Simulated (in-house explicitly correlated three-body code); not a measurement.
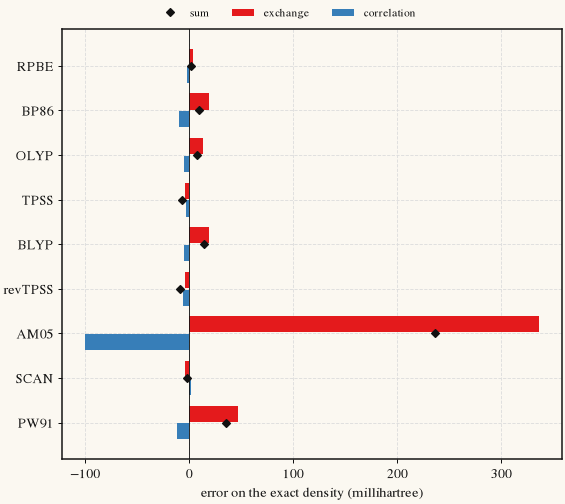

Two electrons around a point charge Z = 5.3. Computed variationally in 260 exponentially correlated functions with an in-house code, non-relativistic, converged to about 10⁻⁷ hartree. The exact exchange and correlation energies are −3089 and −44.85 millihartree. The plot shows the errors of AM05, BLYP, BP86, OLYP, PW91, RPBE, SCAN, TPSS and revTPSS, evaluated on the exact density.

### Rank the functionals.

By the size of the summed error (millihartree): SCAN −1.9, RPBE +2.0, TPSS −6.8, OLYP +8.2, revTPSS −8.6, BP86 +9.3, BLYP +14, PW91 +36, AM05 +237. Errors of exchange and correlation cancel by a quarter or more for SCAN (−4.2 and +2.3), RPBE (+4.0 and −2.0), OLYP (+13 and −5.0), BP86 (+19 and −9.9), BLYP (+19 and −5.0) and AM05 (+337 and −100).
